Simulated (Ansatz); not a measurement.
Hg2Ru2O7

Input file:

```
crystal:
  lattice:
    - [0.0, 5.100545, 5.100545]
    - [5.100545, 0.0, 5.100545]
    - [5.100545, 5.100545, 0.0]
  atoms:
    - { symbol: Hg, position: [0.125, 0.125, 0.125] }
    - { symbol: Hg, position: [0.625, 0.125, 0.125] }
    - { symbol: Hg, position: [0.125, 0.125, 0.625] }
    - { symbol: Hg, position: [0.125, 0.625, 0.125] }
    - { symbol: Ru, position: [0.625, 0.625, 0.625], spin: 2.0 }
    - { symbol: Ru, position: [0.125, 0.625, 0.625], spin: 2.0 }
    - { symbol: Ru, position: [0.625, 0.625, 0.125], spin: 2.0 }
    - { symbol: Ru, position: [0.625, 0.125, 0.625], spin: 2.0 }
    - { symbol: O, position: [0.5584318904, 0.9415681096, 0.9415681096] }
    - { symbol: O, position: [0.6915681096, 0.3084318904, 0.6915681096] }
    - { symbol: O, position: [0.9415681096, 0.5584318904, 0.5584318904] }
    - { symbol: O, position: [0.3084318904, 0.6915681096, 0.3084318904] }
    - { symbol: O, position: [0.9415681096, 0.5584318904, 0.9415681096] }
    - { symbol: O, position: [0.6915681096, 0.6915681096, 0.3084318904] }
    - { symbol: O, position: [0.5584318904, 0.9415681096, 0.5584318904] }
    - { symbol: O, position: [0.3084318904, 0.3084318904, 0.6915681096] }
    - { symbol: O, position: [0.6915681096, 0.3084318904, 0.3084318904] }
    - { symbol: O, position: [0.9415681096, 0.9415681096, 0.5584318904] }
    - { symbol: O, position: [0.3084318904, 0.6915681096, 0.6915681096] }
    - { symbol: O, position: [0.5584318904, 0.5584318904, 0.9415681096] }
    - { symbol: O, position: [0.0, 0.0, 0.0] }
    - { symbol: O, position: [0.25, 0.25, 0.25] }
magnetization:
  spin_polarized: true
kpoints:
  mp_grid: { grid: [6, 6, 6] }
scf:
  occupations: { method: fermi_dirac, width: 0.05 }
hamiltonian:
  xc: r2scan
  pseudopotentials: { kind: paw }
output:
  forces: true
  stress: true
  populations: true
  efg:
    quadrupole_moments_barn: { Hg: 0.387, Ru: 0.079, O: -0.02558 }
    contact_densities: true
  write_density: true
  write_potential: true
  elf: true
  volumetric_format: npy
```

Run with:

```sh
ansatz run input.yaml --threads 2 --pin off --max-ram 5120MiB --backend cpu --events-out ev --progress --plain --runs-dir out
```

Space group Fd-3m; computed pressure about 3 GPa in this cell; the SCF solution may not be the lowest one; the program warned that another magnetic order may lie lower; spin-polarised.

The calculation used Ansatz, DFT, r2SCAN, plane-wave PAW, default files, scalar-relativistic.

Predict the valence pseudo-density, electron localisation function and spin density between the atoms.

Ru–O (1.93 Å): ρ is about 0.98 e/Å³ halfway; the ELF peaks at about 0.80 in the valence shell of O, 0.6 Å from its nucleus, and is about 0.20 at the midpoint; no shared electron pair shows on this line.
Hg–O (2.21 Å): the density is about 0.58 e/Å³ at the midpoint; the ELF peaks at about 0.85 in the valence shell of O, 0.6 Å from its nucleus, and drops to about 0.15 between the two atoms (no localised pair shows between them).
The spin density sits on Ru: +1.4 μB (×4) in one cell of 22 atoms, with smaller moments on O (up to +0.23 μB): parallel main moments (a ferromagnetic arrangement) in this solution. The cell of the calculation (22 atoms) carries 11.1 μB of net spin moment.

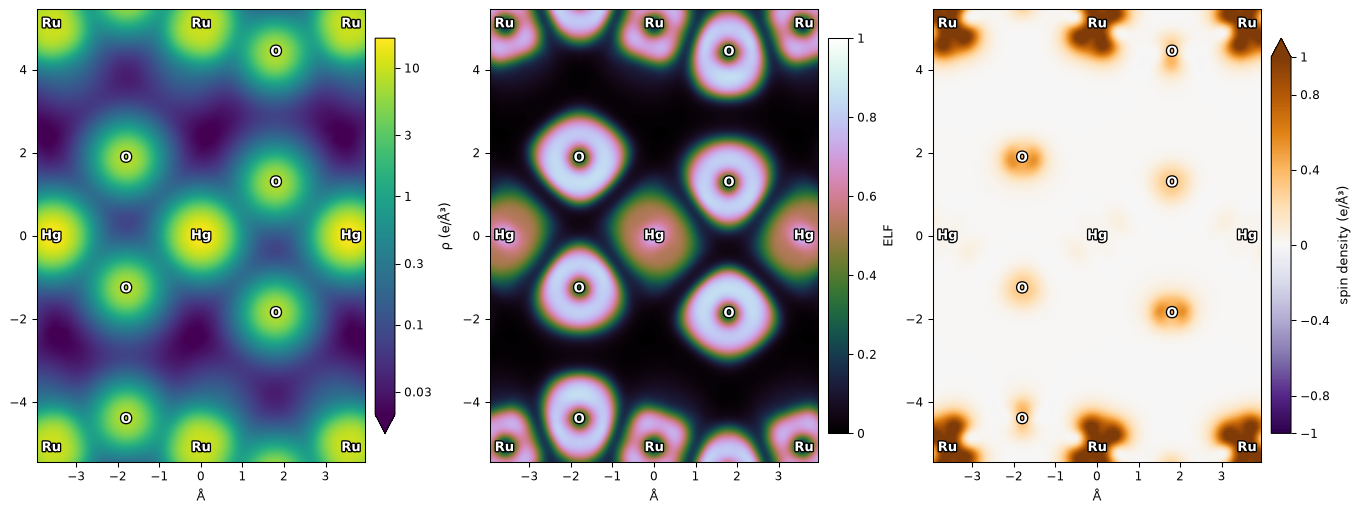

Computed valence pseudo-density, electron localisation function and spin density on the (011̄) plane of the calculation cell, in this order. 

The density is the valence pseudo-density of a PAW calculation; it isn't the true density close to the nuclei.
